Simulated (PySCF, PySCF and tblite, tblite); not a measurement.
# C₅H₉FO: conformers and averaged spectra

Aim: find the conformers of C₅H₉FO (`COC(F)=C(C)C`), weigh them, and average their properties.

Computed with tblite 0.8.0 (tight binding) and PySCF 2.14.0 (DFT, with response routines of our own); each step states its level. Atoms count from 0 throughout.

## Step 1: The starting structure

16 atoms, charge 0, multiplicity 1; geometry from: MMFF94s geometry.

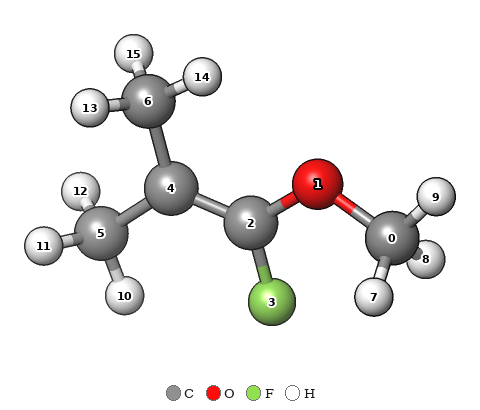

The starting geometry (carbon grey, oxygen red, fluorine green, hydrogen white), atoms numbered.

## Step 2: GFN2-xTB relaxation, conformer 1

What the job is given:

```
{"job": {"xc": "GFN2-xTB", "basis": "xTB", "kind": "relax"}, "charge": 0, "multiplicity": 1}
C      2.679800     0.646500     0.314400
O      1.315900     0.840600    -0.061300
C      0.505000    -0.240000     0.038900
F      1.165000    -1.411500     0.227900
C     -0.820000    -0.206800    -0.052800
C     -1.655500    -1.449500     0.020200
C     -1.542400     1.091400    -0.253300
H      2.769400     0.299200     1.363100
H      3.188000    -0.077300    -0.353400
H      3.142700     1.626500     0.211600
H     -1.038400    -2.332500     0.158500
H     -2.358700    -1.379300     0.850300
H     -2.233700    -1.565800    -0.896600
H     -2.287600     1.229200     0.530000
H     -0.845100     1.923200    -0.234500
H     -2.062000     1.088100    -1.211600
```

Run with:

```sh
$ OMP_NUM_THREADS=1 python ens_run.py task.json out
```

One launch serves the whole session.

The log of the run:

```text
step      E/eV     max force
  0    -655.12735    0.520
  1    -655.13529    0.242
  2    -655.13789    0.134
  3    -655.13809    0.101
  4    -655.13827    0.048
  5    -655.13852    0.027
  6    -655.13858    0.022
  7    -655.13862    0.015
  8    -655.13865    0.016
  9    -655.13868    0.015
 10    -655.13870    0.010
 11    -655.13871    0.008
 12    -655.13872    0.007
 13    -655.13873    0.007
 14    -655.13874    0.007
 15    -655.13874    0.006
 16    -655.13875    0.007
 17    -655.13876    0.009
 18    -655.13877    0.008
 19    -655.13878    0.009
 20    -655.13878    0.008
 21    -655.13879    0.009
 22    -655.13880    0.011
 23    -655.13881    0.009
 24    -655.13882    0.006
 25    -655.13882    0.006
 26    -655.13883    0.006
 27    -655.13884    0.008
 28    -655.13884    0.007
 29    -655.13885    0.008
 30    -655.13886    0.006
 31    -655.13886    0.005
 32    -655.13887    0.005
 33    -655.13887    0.006
 34    -655.13887    0.005
 35    -655.13888    0.005
 36    -655.13888    0.005
 37    -655.13889    0.009
 38    -655.13890    0.011
 39    -655.13891    0.012
 40    -655.13893    0.014
 41    -655.13897    0.018
 42    -655.13900    0.020
 43    -655.13903    0.016
 44    -655.13906    0.012
 45    -655.13907    0.011
 46    -655.13909    0.011
 47    -655.13911    0.013
 48    -655.13913    0.016
 49    -655.13916    0.020
 50    -655.13921    0.022
 51    -655.13929    0.028
 52    -655.13940    0.035
 53    -655.13948    0.047
 54    -655.13958    0.026
 55    -655.13964    0.014
 56    -655.13968    0.014
 57    -655.13973    0.016
 58    -655.13976    0.015
 59    -655.13978    0.009
 60    -655.13979    0.007
 61    -655.13980    0.007
 62    -655.13981    0.008
 63    -655.13982    0.007
 64    -655.13983    0.008
 65    -655.13984    0.009
 66    -655.13986    0.012
 67    -655.13989    0.017
 68    -655.13992    0.011
 69    -655.13994    0.018
 70    -655.13995    0.008
 71    -655.13996    0.007
 72    -655.13998    0.010
 73    -655.14001    0.015
 74    -655.14006    0.021
 75    -655.14010    0.023
 76    -655.14014    0.019
 77    -655.14018    0.015
 78    -655.14025    0.015
 79    -655.14031    0.017
 80    -655.14036    0.014
 81    -655.14039    0.014
 82    -655.14041    0.013
 83    -655.14044    0.019
 84    -655.14046    0.012
 85    -655.14048    0.007
 86    -655.14049    0.008
 87    -655.14051    0.008
 88    -655.14052    0.008
 89    -655.14053    0.007
 90    -655.14053    0.006
 91    -655.14053    0.004
 92    -655.14054    0.004
```

Run time: 0.43 s. Hardware: 1 thread of Arm Neoverse V1, shared host.

Gain 0.013 eV; displacement 0.15 Å root mean square.

## Step 3: Shieldings, conformer 1: B97-2/pcSseg-1 in tetrahydrofuran

What the job is given:

```
{"job": {"xc": "B97-2", "basis": "pcSseg-1", "solvent": "tetrahydrofuran", "kind": "nmr", "pop": true}, "charge": 0, "multiplicity": 1}
C      2.632742     0.673223     0.343802
O      1.359187     0.762072    -0.271257
C      0.529107    -0.287434    -0.094519
F      1.173744    -1.480050     0.037891
C     -0.796693    -0.224775    -0.082813
C     -1.653430    -1.449535     0.024155
C     -1.502887     1.090949    -0.209769
H      2.539288     0.548336     1.426637
H      3.214742    -0.156480    -0.065904
H      3.131258     1.614223     0.123114
H     -1.049701    -2.347855     0.111088
H     -2.301339    -1.375299     0.896913
H     -2.289450    -1.538078    -0.856117
H     -2.210592     1.214347     0.609027
H     -0.791149     1.910353    -0.197227
H     -2.062565     1.128192    -1.143699
```

The log of the run:

```text
coarse grid: 13184 points
cycle   1  E = -370.6791678210  dE =  8.215e-01  |g| = 7.125e-01  |ddm| = 3.476e+00
cycle   2  E = -370.6012773473  dE =  7.789e-02  |g| = 9.719e-01  |ddm| = 1.055e+00
cycle   3  E = -370.7726886331  dE = -1.714e-01  |g| = 8.040e-02  |ddm| = 6.253e-01
cycle   4  E = -370.7739654387  dE = -1.277e-03  |g| = 3.406e-02  |ddm| = 9.464e-02
cycle   5  E = -370.7741905471  dE = -2.251e-04  |g| = 1.183e-02  |ddm| = 3.302e-02
cycle   6  E = -370.7742179925  dE = -2.745e-05  |g| = 3.534e-03  |ddm| = 1.160e-02
cycle   7  E = -370.7742208860  dE = -2.894e-06  |g| = 5.275e-04  |ddm| = 2.960e-03
final grid: 127200 points
cycle   8  E = -370.8255250910  dE = -6.048e-05  |g| = 9.689e-03  |ddm| = 3.074e-02
cycle   9  E = -370.8255063269  dE =  1.876e-05  |g| = 1.467e-02  |ddm| = 1.369e-02
cycle  10  E = -370.8255384635  dE = -3.214e-05  |g| = 5.879e-04  |ddm| = 8.961e-03
cycle  11  E = -370.8255385210  dE = -5.747e-08  |g| = 2.804e-04  |ddm| = 6.677e-04
cycle  12  E = -370.8255385338  dE = -1.281e-08  |g| = 9.254e-05  |ddm| = 2.465e-04
cycle  13  E = -370.8255385358  dE = -1.938e-09  |g| = 1.731e-05  |ddm| = 8.891e-05
cycle  14  E = -370.8255385358  dE = -6.742e-11  |g| = 6.202e-06  |ddm| = 1.678e-05
converged SCF energy = -370.8255385358

GIAO shielding tensors (ppm)
atom      isotropic    diamagn.    paramagn.     s11        s22        s33       span
  0 C      130.117     243.446    -113.330    100.425    107.978    181.947     81.522
  1 O      244.204     400.614    -156.410    178.187    250.816    303.610    125.423
  2 C       25.224     254.467    -229.243    -57.659     49.821     83.509    141.168
  3 F      292.358     479.129    -186.771    221.439    315.087    340.547    119.108
  4 C       97.208     262.083    -164.875     34.464    100.323    156.838    122.374
  5 C      169.322     245.269     -75.946    155.843    165.936    186.188     30.345
  6 C      168.871     246.806     -77.935    156.301    163.972    186.338     30.037
  7 H       28.129      29.175      -1.046     24.619     25.616     34.152      9.533
  8 H       27.545      28.719      -1.175     23.421     25.906     33.308      9.887
  9 H       27.839      28.032      -0.193     24.024     25.668     33.825      9.801
 10 H       29.586      30.429      -0.843     24.331     29.812     34.616     10.285
 11 H       30.282      29.010       1.272     26.202     27.934     36.711     10.509
 12 H       30.276      28.591       1.685     26.111     27.853     36.865     10.753
 13 H       30.343      29.762       0.581     26.270     28.046     36.713     10.444
 14 H       29.676      31.537      -1.862     24.155     30.341     34.531     10.376
 15 H       30.267      29.369       0.897     26.292     27.709     36.799     10.506
```

Run time: 18 s. Hardware: 1 thread of Arm Neoverse V1, shared host; peak memory 0.88 GiB.

Key values: HOMO -5.97 eV, LUMO 1.17 eV; dipole 1.16 D.

## Step 4: Single-point energy, conformer 1: PBE0/def2-SVP in tetrahydrofuran

Changed since step 3:

```diff
@@ -1,2 +1,2 @@
-{"job": {"xc": "B97-2", "basis": "pcSseg-1", "solvent": "tetrahydrofuran", "kind": "nmr", "pop": true}, "charge": 0, "multiplicity": 1}
+{"job": {"xc": "PBE0", "basis": "def2-SVP", "solvent": "tetrahydrofuran", "kind": "sp"}, "charge": 0, "multiplicity": 1}
 C      2.632742     0.673223     0.343802
```

The log of the run:

```text
coarse grid: 13184 points
cycle   1  E = -370.1563054792  dE =  8.066e-01  |g| = 6.670e-01  |ddm| = 4.057e+00
cycle   2  E = -370.0938880317  dE =  6.242e-02  |g| = 8.785e-01  |ddm| = 1.318e+00
cycle   3  E = -370.2429938678  dE = -1.491e-01  |g| = 7.228e-02  |ddm| = 7.677e-01
cycle   4  E = -370.2440402534  dE = -1.046e-03  |g| = 3.296e-02  |ddm| = 1.018e-01
cycle   5  E = -370.2442588758  dE = -2.186e-04  |g| = 1.035e-02  |ddm| = 3.618e-02
cycle   6  E = -370.2442811600  dE = -2.228e-05  |g| = 3.056e-03  |ddm| = 1.244e-02
cycle   7  E = -370.2442833425  dE = -2.182e-06  |g| = 4.615e-04  |ddm| = 3.384e-03
final grid: 127200 points
cycle   8  E = -370.3026878000  dE = -3.390e-05  |g| = 1.022e-02  |ddm| = 3.489e-02
cycle   9  E = -370.3026714057  dE =  1.639e-05  |g| = 1.386e-02  |ddm| = 2.102e-02
cycle  10  E = -370.3027098812  dE = -3.848e-05  |g| = 1.631e-03  |ddm| = 1.235e-02
cycle  11  E = -370.3027104831  dE = -6.019e-07  |g| = 2.191e-04  |ddm| = 1.635e-03
cycle  12  E = -370.3027104910  dE = -7.912e-09  |g| = 1.127e-04  |ddm| = 3.068e-04
cycle  13  E = -370.3027104938  dE = -2.768e-09  |g| = 1.897e-05  |ddm| = 1.091e-04
cycle  14  E = -370.3027104938  dE = -8.299e-11  |g| = 6.104e-06  |ddm| = 2.412e-05
converged SCF energy = -370.3027104938
```

It took 6.7 s on 1 thread of Arm Neoverse V1, shared host; peak memory 0.71 GiB.

In short: HOMO -6.12 eV, LUMO 1.37 eV; dipole 1.11 D.

## Step 5: Couplings, conformer 1: B3LYP/pcJ-1+6-31G*

Changed since step 4:

```diff
@@ -1,2 +1,2 @@
-{"job": {"xc": "PBE0", "basis": "def2-SVP", "solvent": "tetrahydrofuran", "kind": "sp"}, "charge": 0, "multiplicity": 1}
+{"job": {"xc": "B3LYP", "basis": {"default": "6-31G*", "H": "pcJ-1", "F": "pcJ-1"}, "nuclei": ["H", "F", "P", "Si", "B"], "kind": "j"}, "charge": 0, "multiplicity": 1}
 C      2.632742     0.673223     0.343802
```

The log of the run:

```text
coarse grid: 13184 points
cycle   1  E = -370.9306270658  dE =  8.216e-01  |g| = 7.476e-01  |ddm| = 3.366e+00
cycle   2  E = -370.8230998555  dE =  1.075e-01  |g| = 1.060e+00  |ddm| = 1.240e+00
cycle   3  E = -371.0383111866  dE = -2.152e-01  |g| = 1.061e-01  |ddm| = 7.713e-01
cycle   4  E = -371.0405874701  dE = -2.276e-03  |g| = 5.010e-02  |ddm| = 1.412e-01
cycle   5  E = -371.0410748690  dE = -4.874e-04  |g| = 1.683e-02  |ddm| = 5.123e-02
cycle   6  E = -371.0411348342  dE = -5.997e-05  |g| = 4.333e-03  |ddm| = 1.781e-02
cycle   7  E = -371.0411389373  dE = -4.103e-06  |g| = 1.144e-03  |ddm| = 4.037e-03
final grid: 127200 points
cycle   8  E = -371.0015399171  dE = -7.509e-05  |g| = 6.840e-03  |ddm| = 2.570e-02
cycle   9  E = -371.0015339682  dE =  5.949e-06  |g| = 8.669e-03  |ddm| = 1.179e-02
cycle  10  E = -371.0015506194  dE = -1.665e-05  |g| = 1.523e-03  |ddm| = 7.116e-03
cycle  11  E = -371.0015510947  dE = -4.754e-07  |g| = 2.859e-04  |ddm| = 1.514e-03
cycle  12  E = -371.0015511091  dE = -1.441e-08  |g| = 1.616e-04  |ddm| = 3.427e-04
cycle  13  E = -371.0015511144  dE = -5.224e-09  |g| = 1.866e-05  |ddm| = 1.275e-04
cycle  14  E = -371.0015511144  dE = -6.651e-11  |g| = 7.194e-06  |ddm| = 2.174e-05
converged SCF energy = -371.0015511144

Indirect spin-spin couplings (Hz)
  i      j    bonds     total        FC       PSO       DSO        SD
  3 F    7 H    4      2.215     1.559     0.793     0.184    -0.321
  3 F    8 H    4      1.379     1.008    -0.728     1.199    -0.100
  3 F    9 H    4      1.762     2.381     1.162    -1.632    -0.148
  3 F   10 H    4      2.967     2.536    -0.739     1.588    -0.417
  3 F   11 H    4      5.103     6.377    -0.077    -0.847    -0.350
  3 F   12 H    4      3.579     4.666     0.039    -0.845    -0.281
  3 F   13 H    4      5.013     5.287     0.899    -1.257     0.084
  3 F   14 H    4     -3.688    -1.282    -1.049    -1.288    -0.069
  3 F   15 H    4      8.159     8.359     0.957    -1.238     0.081
  7 H    8 H    2    -10.132    -9.594     1.766    -2.304         -
  7 H    9 H    2    -11.920   -11.285     1.949    -2.584         -
  7 H   12 H    6      0.184     0.487     0.699    -1.002         -
  8 H    9 H    2    -12.132   -11.507     1.919    -2.543         -
  8 H   14 H    6     -0.350    -0.019     0.724    -1.056         -
  8 H   15 H    6     -0.212     0.124     0.729    -1.064         -
  9 H   10 H    6     -0.310     0.009     0.783    -1.102         -
  9 H   11 H    6     -0.350    -0.043     0.674    -0.980         -
  9 H   12 H    6     -0.421    -0.105     0.707    -1.023         -
  9 H   13 H    6     -0.313    -0.048     0.557    -0.821         -
  9 H   15 H    6     -0.377    -0.112     0.567    -0.831         -
 10 H   11 H    2    -14.125   -13.640     1.963    -2.448         -
 10 H   12 H    2    -14.219   -13.739     1.964    -2.444         -
 10 H   13 H    4     -0.490    -0.010     1.019    -1.499         -
 10 H   14 H    4      2.260     2.806     1.215    -1.760         -
 10 H   15 H    4     -0.803    -0.320     1.010    -1.492         -
 11 H   12 H    2    -17.265   -16.876     2.096    -2.485         -
 11 H   13 H    4     -1.441    -1.796    -0.850     1.205         -
 11 H   14 H    4     -0.657    -0.199     0.981    -1.439         -
 11 H   15 H    4     -2.210    -1.991     0.511    -0.730         -
 12 H   13 H    4     -1.842    -1.699     0.338    -0.481         -
 12 H   14 H    4     -0.661    -0.173     1.051    -1.539         -
 12 H   15 H    4     -2.050    -2.336    -0.728     1.015         -
 13 H   14 H    2    -13.529   -13.045     2.014    -2.498         -
 13 H   15 H    2    -16.983   -16.601     2.108    -2.490         -
 14 H   15 H    2    -14.547   -14.107     1.994    -2.434         -
```

Wall time 29 s (1 thread of Arm Neoverse V1, shared host); peak memory 0.95 GiB.

Key values: HOMO -5.76 eV, LUMO 1.15 eV; dipole 1.02 D.

## Step 6: Excited states, conformer 1: CAM-B3LYP/def2-SVPD in tetrahydrofuran

Changed since step 5:

```diff
@@ -1,2 +1,2 @@
-{"job": {"xc": "B3LYP", "basis": {"default": "6-31G*", "H": "pcJ-1", "F": "pcJ-1"}, "nuclei": ["H", "F", "P", "Si", "B"], "kind": "j"}, "charge": 0, "multiplicity": 1}
+{"job": {"xc": "CAM-B3LYP", "basis": "def2-SVPD", "nstates": 6, "ntriplets": 0, "solvent": "tetrahydrofuran", "kind": "uv"}, "charge": 0, "multiplicity": 1}
 C      2.632742     0.673223     0.343802
```

The log of the run:

```text
coarse grid: 13184 points
cycle   1  E = -370.4179189708  dE =  9.579e-01  |g| = 6.662e-01  |ddm| = 6.779e+00
cycle   2  E = -370.4022979864  dE =  1.562e-02  |g| = 7.639e-01  |ddm| = 2.484e+00
cycle   3  E = -370.5042296938  dE = -1.019e-01  |g| = 4.303e-02  |ddm| = 1.268e+00
cycle   4  E = -370.5045966392  dE = -3.669e-04  |g| = 1.739e-02  |ddm| = 1.042e-01
cycle   5  E = -370.5046568393  dE = -6.020e-05  |g| = 8.791e-03  |ddm| = 4.173e-02
cycle   6  E = -370.5046741784  dE = -1.734e-05  |g| = 1.598e-03  |ddm| = 1.654e-02
cycle   7  E = -370.5046749541  dE = -7.757e-07  |g| = 7.278e-04  |ddm| = 4.613e-03
final grid: 127200 points
cycle   8  E = -370.5756203869  dE = -4.301e-05  |g| = 4.320e-03  |ddm| = 1.184e-01
cycle   9  E = -370.5756205706  dE = -1.837e-07  |g| = 4.560e-03  |ddm| = 1.748e-02
cycle  10  E = -370.5756243349  dE = -3.764e-06  |g| = 5.686e-04  |ddm| = 6.542e-03
cycle  11  E = -370.5756243890  dE = -5.413e-08  |g| = 1.515e-04  |ddm| = 9.684e-04
cycle  12  E = -370.5756243944  dE = -5.369e-09  |g| = 3.182e-05  |ddm| = 4.003e-04
cycle  13  E = -370.5756243946  dE = -2.415e-10  |g| = 8.414e-06  |ddm| = 8.058e-05
converged SCF energy = -370.5756243946

Static polarisability (au): isotropic 85.567, principal 66.968 79.471 110.262

Singlet excitations
state   eV       nm        f      main configurations
  1   5.8382    212.4   0.00732   H->L 0.92
  2   6.8606    180.7   0.26078   H->L+1 0.78, H->L+3 0.13
  3   6.9953    177.2   0.21572   H->L+2 0.80, H->L+3 0.13
  4   7.1442    173.5   0.20908   H->L+3 0.69, H->L+1 0.12, H->L+2 0.11
  5   7.5580    164.0   0.01024   H->L+4 0.76
  6   7.8018    158.9   0.03550   H->L+5 0.72, H->L+7 0.12
```

Wall time 35 s (1 thread of Arm Neoverse V1, shared host); peak memory 1.1 GiB.

This run: HOMO -7.58 eV, LUMO 1.23 eV; dipole 1.07 D; S1 5.84 eV.

## Step 7: Averages: properties at B97-2/pcSseg-1 in tetrahydrofuran

What the job is given:

```
{"job": {"study": "conf", "smiles": "COC(F)=C(C)C", "search": {"seed": 5048, "n_embed": 60, "ff_keep": 14, "window": 3.0, "nmax": 2, "temps": [150, 200, 250, 298.15, 400], "t_ref": 298.15, "order": 0.0005}, "level": {"nmr": {"xc": "B97-2", "basis": "pcSseg-1", "solvent": "tetrahydrofuran"}, "sp": {"xc": "PBE0", "basis": "def2-SVP", "solvent": "tetrahydrofuran"}, "j": {"xc": "B3LYP", "basis": {"default": "6-31G*", "H": "pcJ-1", "F": "pcJ-1"}, "nuclei": ["H", "F", "P", "Si", "B"]}, "uv": {"xc": "CAM-B3LYP", "basis": "def2-SVPD", "nstates": 6, "ntriplets": 0, "solvent": "tetrahydrofuran"}}, "kind": "conf"}, "charge": 0, "multiplicity": 1}
C      2.632742     0.673223     0.343802
O      1.359187     0.762072    -0.271257
C      0.529107    -0.287434    -0.094519
F      1.173744    -1.480050     0.037891
C     -0.796693    -0.224775    -0.082813
C     -1.653430    -1.449535     0.024155
C     -1.502887     1.090949    -0.209769
H      2.539288     0.548336     1.426637
H      3.214742    -0.156480    -0.065904
H      3.131258     1.614223     0.123114
H     -1.049701    -2.347855     0.111088
H     -2.301339    -1.375299     0.896913
H     -2.289450    -1.538078    -0.856117
H     -2.210592     1.214347     0.609027
H     -0.791149     1.910353    -0.197227
H     -2.062565     1.128192    -1.143699
```

The log of the run:

```text
conformer  sym    E(xTB)   E(DFT)   G(298.15 K)  weight  dipole/D
    1     C1      0.000    0.000    0.000   1.0000    1.109

mean shielding (ppm) by class
class atoms           150 K      200 K      250 K   298.15 K      400 K
  0 C  0            130.117    130.117    130.117    130.117    130.117
  1 O  1            244.204    244.204    244.204    244.204    244.204
  2 C  2             25.224     25.224     25.224     25.224     25.224
  3 F  3            292.358    292.358    292.358    292.358    292.358
  4 C  4             97.208     97.208     97.208     97.208     97.208
  5 C  5            169.322    169.322    169.322    169.322    169.322
  6 C  6             168.87     168.87     168.87     168.87     168.87
  7 H  7,8,9         27.838     27.838     27.838     27.838     27.838
  8 H  10,11,12      30.048     30.048     30.048     30.048     30.048
  9 H  13,14,15      30.095     30.095     30.095     30.095     30.095
```

It took 90 s on 1 thread of Arm Neoverse V1, shared host. This counts the runs that the step sums up.

The search (ETKDG and KDG, MMFF94s, GFN2-xTB) embedded 60 structures, kept 1 distinct ones after the force field and 1 after xTB; 1 was carried on (window 3.0 kcal/mol at the search's own energies). Energies: PBE0/def2-SVP in tetrahydrofuran with D3(BJ).

The conformers at 298 K:

```tsv
no.	group	mirror pair	ΔE xTB	ΔE DFT	ΔG	weight (%)	μ (D)	C0–O1–C2–F3 (°)	A, B, C (GHz)
1	C1	yes	0.00	0.00	0.00	100.0	1.11	-31	4.36, 1.93, 1.39
```

Energies in kcal/mol. ΔG holds xTB vibrations and rotation, symmetry numbers and mirror pairs.

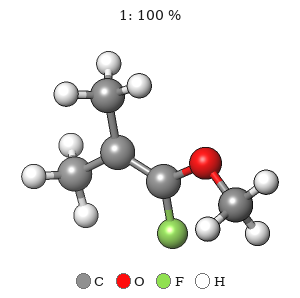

The one conformer.

Shifts against references run at the same level (¹³C TMS 186.9, ¹H TMS 31.80 ppm of shielding), by class of atoms, at 298 K:

```tsv
atoms	environment	average
C2	alkene carbon bearing oxygen	161.7
C4	β carbon of an enol-ether or enamine type C=C	89.7
C0	methyl carbon bonded to O	56.8
C6	allylic methyl carbon	18.1
C5	allylic methyl carbon	17.6
H7, H8, H9	hydrogen on a methyl carbon bonded to O	3.96
H10, H11, H12	hydrogen on an allylic methyl carbon	1.75
H13, H14, H15	hydrogen on an allylic methyl carbon	1.71
O1	ether oxygen	244.2 (σ)
F3	vinylic fluorine	292.4 (σ)
```

Couplings (Hz, B3LYP/pcJ-1+6-31G*; one pair named for each class), from conformers that hold 100 % of the weight:

```tsv
pair	bonds	average
H10–H11	2	-15.2
H13–H14	2	-15.0
H7–H8	2	-11.4
F3–H10	4	3.9
F3–H13	4	3.2
F3–H7	4	1.8
H10–H13	4	-0.9
```

Effective distances for nuclear Overhauser effects, ⟨r⁻⁶⟩^(−1/6) over all pairs of two classes (Å): H10···H13 3.15.

Lowest and brightest singlet by conformer (CAM-B3LYP/def2-SVPD in tetrahydrofuran): no. 1 5.84 and 6.86 eV.

## Step 8: Outcome

| quantity | value |
| --- | --- |
| conformers | 1; the first in weight is no. 1 (C1), 100 % at 298 K |
| root-mean-square dipole | 1.11 D |
| averaged ¹³C shifts (B97-2/pcSseg-1 in tetrahydrofuran) | 161.7, 89.7, 56.8, 18.1, 17.6 ppm |
| averaged ¹H shifts (B97-2/pcSseg-1 in tetrahydrofuran) | 3.96, 1.75, 1.71 ppm |

The search found one conformer in the window, so the averages are its own values.
